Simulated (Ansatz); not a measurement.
H16C9O14: several calculations on one system

## 1. Relaxation

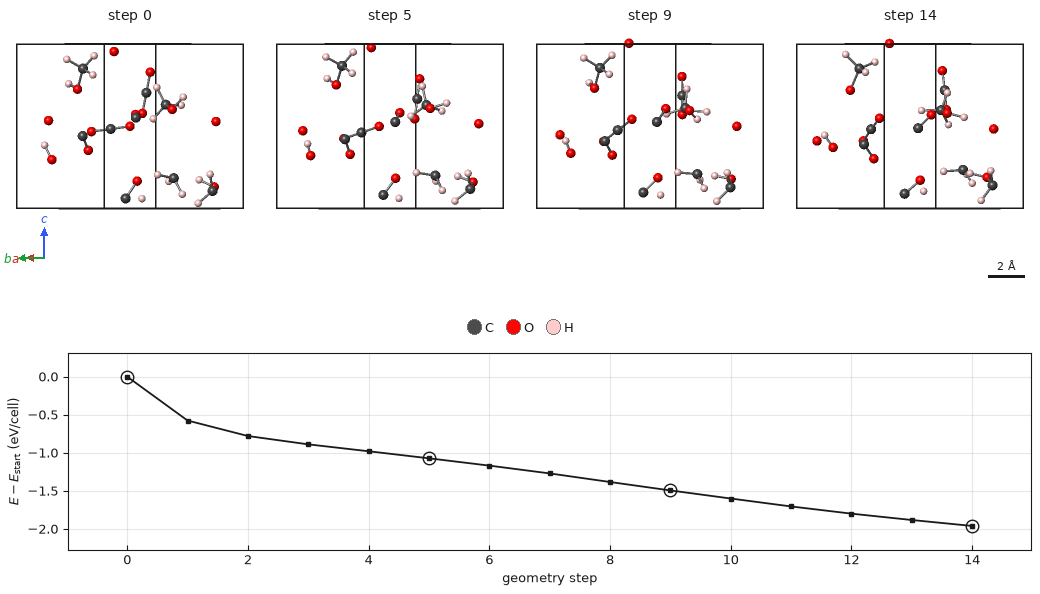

Frames of a relaxation of an amorphous cell of composition H16C9O14, marked on the history of the run. The picture is a ball-and-stick view of the cell of the calculation (origin shifted), seen from a free direction.

The cell holds 4 CH3OH + 5 CO2. The run prepares the start of a later molecular dynamics calculation, from a guessed geometry.

These are results of DFT LDA, scalar-relativistic, plane waves, PAW (Ansatz 0.2.0), not measurements.

Input file:
```yaml
crystal:
  lattice:
    - [9.194925, 0.0, 0.0]
    - [0.0, 9.194925, 0.0]
    - [0.0, 0.0, 9.194925]
  atoms:
    - { symbol: C, position: [0.38653, 0.8410306, 0.8321987] }
    - { symbol: O, position: [0.4755945, 0.8239384, 0.7068041] }
    - { symbol: H, position: [0.274471, 0.8403527, 0.7936882] }
    - { symbol: H, position: [0.5760022, 0.8243028, 0.7391606] }
    - { symbol: H, position: [0.4003708, 0.7517192, 0.9100362] }
    - { symbol: H, position: [0.4066877, 0.9443604, 0.8882646] }
    - { symbol: C, position: [0.1383069, 0.4012905, 0.6123414] }
    - { symbol: O, position: [-0.0069432, 0.4465567, 0.5840251] }
    - { symbol: H, position: [0.2050945, 0.4483714, 0.5265302] }
    - { symbol: H, position: [-0.0680567, 0.4055106, 0.659584] }
    - { symbol: H, position: [0.178336, 0.4408539, 0.717504] }
    - { symbol: H, position: [0.1502226, 0.2826631, 0.6088308] }
    - { symbol: C, position: [0.6975641, 0.3420152, 0.0880694] }
    - { symbol: O, position: [0.8215165, 0.2525373, 0.1121097] }
    - { symbol: H, position: [0.6150095, 0.2721052, 0.0397157] }
    - { symbol: H, position: [0.8962914, 0.3131796, 0.1552375] }
    - { symbol: H, position: [0.6541361, 0.3873482, 0.1894879] }
    - { symbol: H, position: [0.7203342, 0.4315253, 0.012596] }
    - { symbol: C, position: [0.3779336, 0.1925739, 0.164428] }
    - { symbol: O, position: [0.311071, 0.111844, 0.2782721] }
    - { symbol: H, position: [0.3144794, 0.1709962, 0.0667105] }
    - { symbol: H, position: [0.3663111, 0.1298293, 0.366328] }
    - { symbol: H, position: [0.3765062, 0.309991, 0.1853556] }
    - { symbol: H, position: [0.4905076, 0.1583869, 0.1448039] }
    - { symbol: C, position: [0.5829713, 0.2609451, 0.6842757] }
    - { symbol: O, position: [0.5656539, 0.2432546, 0.8100483] }
    - { symbol: O, position: [0.6002887, 0.2786355, 0.5585032] }
    - { symbol: C, position: [0.2508796, 0.7262522, 0.4650251] }
    - { symbol: O, position: [0.1467202, 0.6533241, 0.4812694] }
    - { symbol: O, position: [0.3550391, 0.7991803, 0.4487807] }
    - { symbol: C, position: [0.7401486, 0.8677028, 0.5345398] }
    - { symbol: O, position: [0.6320467, 0.9339143, 0.515524] }
    - { symbol: O, position: [0.8482505, 0.8014913, 0.5535556] }
    - { symbol: C, position: [0.8945626, 0.8436555, 0.0424765] }
    - { symbol: O, position: [0.8731766, 0.7741568, 0.1480424] }
    - { symbol: O, position: [0.9159486, 0.9131542, -0.0630893] }
    - { symbol: C, position: [0.9271169, 0.1324899, 0.422772] }
    - { symbol: O, position: [0.8712866, 0.2081109, 0.5099272] }
    - { symbol: O, position: [0.9829472, 0.056869, 0.3356168] }
basis:
  ecutwfc: 420.0
kpoints:
  mp_grid: { grid: [1, 1, 1] }
hamiltonian:
  xc: lda
scf:
  occupations: { method: fermi_dirac, width: 0.05 }
  lower_state_search: "off"
relax:
  f_tol: 0.3
  max_steps: 15
  adjacent_minimum: "off"
```

Launched with:
```bash
ansatz run input.yaml --threads 1 --pin off --max-ram 3072MiB --backend cpu --events-out ev --progress --plain --runs-dir out
```

Question: What happens along the run?

Answer: The largest move is that of O29, 1.85 Å along [1 3 1]. Largest moves by element: O 1.85 Å, H 1.34 Å, C 1.11 Å. The lattice vectors keep their values. Among the contacts that change: C7–O8 1.423 → 1.401 Å, C25–O26 1.179 → 1.161 Å, C13–H15 1.090 → 1.102 Å, C28–O30 1.179 → 1.167 Å. Among the angles between lasting bonds that change: C1–O2–H4 107.4° → 110.3°, O29–C28–O30 180.0° → 177.5°. After 14 geometry steps the energy has fallen by 1.961 eV per cell of the calculation. Largest force component: 1.9 eV/Å at the start, 0.19 eV/Å at the end. From step 0 to 5: O27 moves most (0.89 Å), energy −1.073 eV per cell of the calculation. From step 5 to 9: O33 moves most (0.67 Å), energy −0.422 eV per cell of the calculation. From step 9 to 14: O29 moves most (0.84 Å), energy −0.466 eV per cell of the calculation.

```csv
step,"E − E(0), meV/atom","largest force component, eV/Å"
0,0.00,1.8967
1,-14.78,0.5020
2,-19.99,0.6450
3,-22.80,0.7896
4,-25.13,0.6124
5,-27.50,0.8635
6,-29.96,0.8712
7,-32.59,0.7047
8,-35.48,0.5993
9,-38.32,0.6706
10,-41.04,0.6361
11,-43.71,0.9025
12,-46.14,0.7226
13,-48.28,0.4645
14,-50.28,0.1932
```

## 2. Dynamics

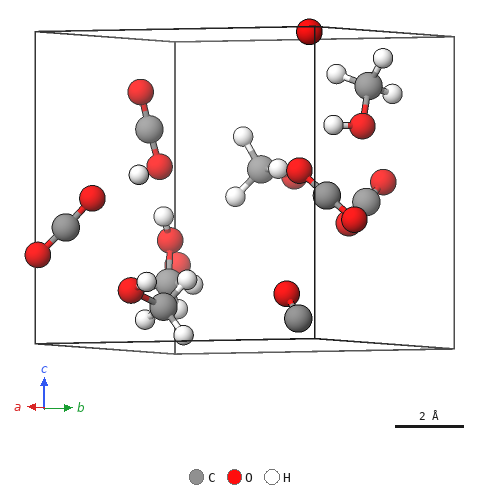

Starting frame of a dynamics run of a periodic cell with 4 CH3OH + 5 CO2 at 0.744 g/cm³. A ball-and-stick model of the simulation cell, seen from a free direction.

Theory: Ansatz, DFT LDA, scalar-relativistic, plane waves, PAW.

The input:
```yaml
crystal:
  lattice:
    - [9.194925, 0.0, 0.0]
    - [0.0, 9.194925, 0.0]
    - [0.0, 0.0, 9.194925]
  atoms:
    - { symbol: C, position: [0.36875533, 0.87723266, 0.83225246] }
    - { symbol: O, position: [0.44650443, 0.89389026, 0.70078182] }
    - { symbol: H, position: [0.25448659, 0.90559387, 0.8100676] }
    - { symbol: H, position: [0.53470779, 0.83464746, 0.70240757] }
    - { symbol: H, position: [0.37175935, 0.76410389, 0.87217738] }
    - { symbol: H, position: [0.41121702, 0.95013347, 0.91838097] }
    - { symbol: C, position: [0.18859398, 0.40286905, 0.57879544] }
    - { symbol: O, position: [0.04475213, 0.44966601, 0.56084187] }
    - { symbol: H, position: [0.2596359, 0.49945221, 0.57703481] }
    - { symbol: H, position: [-0.01291833, 0.36425853, 0.53563609] }
    - { symbol: H, position: [0.20595532, 0.34672086, 0.68423021] }
    - { symbol: H, position: [0.2237019, 0.32807975, 0.49110471] }
    - { symbol: C, position: [0.72833129, 0.32309517, 0.12224221] }
    - { symbol: O, position: [0.86608573, 0.27562751, 0.17051509] }
    - { symbol: H, position: [0.66794895, 0.22676323, 0.08448704] }
    - { symbol: H, position: [0.92411998, 0.36091627, 0.19453149] }
    - { symbol: H, position: [0.66483933, 0.37581587, 0.20985712] }
    - { symbol: H, position: [0.73695053, 0.3993721, 0.0297194] }
    - { symbol: C, position: [0.34158569, 0.14802622, 0.21513042] }
    - { symbol: O, position: [0.27986397, 0.12279249, 0.35271312] }
    - { symbol: H, position: [0.25441129, 0.13735914, 0.1335222] }
    - { symbol: H, position: [0.35501701, 0.13671077, 0.42676477] }
    - { symbol: H, position: [0.38833495, 0.25879201, 0.20563397] }
    - { symbol: H, position: [0.42808827, 0.06836693, 0.18873325] }
    - { symbol: C, position: [0.51967464, 0.16810336, 0.6998772] }
    - { symbol: O, position: [0.56275662, 0.15866134, 0.8181926] }
    - { symbol: O, position: [0.47776605, 0.1836285, 0.58137136] }
    - { symbol: C, position: [0.30122696, 0.83550393, 0.46342347] }
    - { symbol: O, position: [0.19447113, 0.84274232, 0.53058673] }
    - { symbol: O, position: [0.40577413, 0.82506568, 0.39226046] }
    - { symbol: C, position: [0.68422607, 0.88587304, 0.47058219] }
    - { symbol: O, position: [0.6837374, 0.98416755, 0.39179812] }
    - { symbol: O, position: [0.68736235, 0.78912022, 0.55192111] }
    - { symbol: C, position: [0.86103648, 0.87188049, 0.07105654] }
    - { symbol: O, position: [0.79851622, 0.79927024, 0.15353077] }
    - { symbol: O, position: [0.92222534, 0.94221576, -0.01383414] }
    - { symbol: C, position: [0.97108036, 0.09479689, 0.37184201] }
    - { symbol: O, position: [0.94582768, 0.17730904, 0.46471295] }
    - { symbol: O, position: [0.99690426, 0.00779481, 0.28446722] }
basis:
  ecutwfc: 420.0
kpoints:
  mp_grid: { grid: [1, 1, 1] }
hamiltonian:
  xc: lda
scf:
  occupations: { method: fermi_dirac, width: 0.05 }
  lower_state_search: "off"
md:
  timestep: 0.5
  n_steps: 130
  ensemble: nvt_langevin
  temperature: 500.0
  initial_velocities: maxwell_boltzmann
  seed: 929329
  friction: 0.02
  masses: [{ species: H, mass: 2.014 }]
```

Run as
```bash
ansatz run input.yaml --threads 1 --pin off --max-ram 3072MiB --backend cpu --events-out ev --progress --plain --runs-dir out
```

Q: What does the trajectory do?

A: Over the second half the temperature averages 373 K (spread ±30 K). The potential energy in the second half lies on average 35.1 meV per atom above the first frame. In the second half of the run the atoms are, in the root-mean-square, this far from where they began (common drift taken out): H 0.59 Å, O 0.25 Å, C 0.22 Å. The heavy atoms stay within a fraction of a molecule's size of their starting places; so short a run doesn't tell a liquid from a solid.

Along the run (each row but the first and the last is the mean over the interval that it begins):

| time (fs) | potential energy (meV/atom) | T (K) |
| --- | --- | --- |
| 0.0 | 0.0 | 487 |
| 8.0 | 27.0 | 396 |
| 16.0 | 31.8 | 417 |
| 24.0 | 34.1 | 414 |
| 32.0 | 30.8 | 405 |
| 40.0 | 38.4 | 346 |
| 48.0 | 33.2 | 384 |
| 56.0 | 37.7 | 360 |
| 64.0 | 36.5 | 382 |

The paths of the atoms:

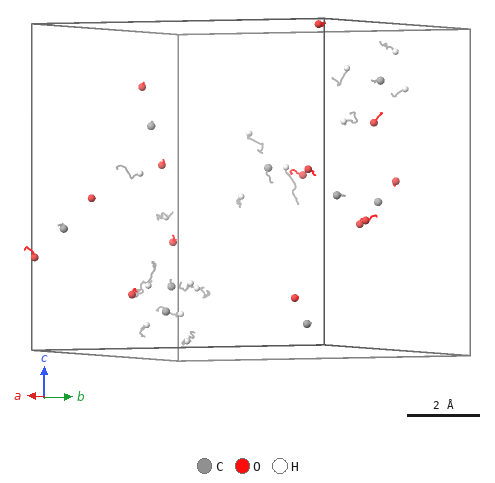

Limits of the set-up: masses were changed (H 2.014 u), which shifts the vibrations.

Cost: 6.5 min on 1 thread of Arm Neoverse V2, on a shared host, peak memory 0.56 GiB.

## 3. Dynamics

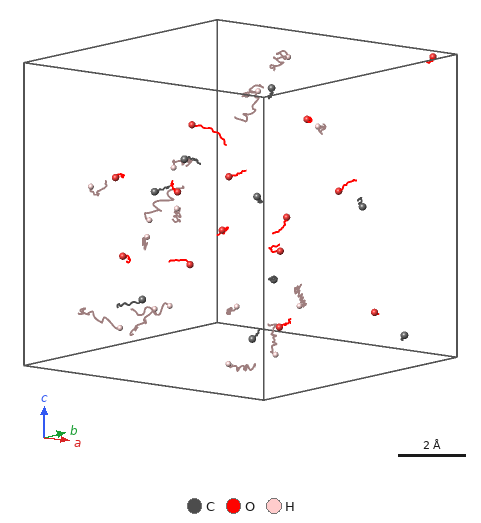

Molecular dynamics of a periodic cell with 4 CH3OH + 5 CO2 at 0.744 g/cm³, 110 fs long. It starts from the last geometry of an earlier run, with fresh velocities. Lines trace each atom's path, in the colour of its element; spheres stand at the starting positions. Seen from a free direction in the simulation cell.

The calculation used DFT LDA, scalar-relativistic, plane waves, PAW in Ansatz. Settings: plane-wave cutoff 420 eV; k-point mesh 1 × 1 × 1; Fermi-Dirac smearing 0.05 eV; Nosé-Hoover thermostat (NVT); set temperature 500 K; time step 0.5 fs; H given the mass 2.014 u; thermostat time 200.0 fs.

What do the traces tell about the motion?

In the second half of the run the atoms are, in the root-mean-square, this far from where they began (common drift taken out): H 0.89 Å, O 0.52 Å, C 0.44 Å. The heavy atoms stay within a fraction of a molecule's size of their starting places, while the hydrogen atoms travel further, as molecules turn; so short a run doesn't tell a liquid from a solid.

Limits of the set-up: masses were changed (H 2.014 u), which shifts the vibrations.

Cost: 10 min on 1 thread of Arm Neoverse V2, on a shared host, peak memory 0.55 GiB.
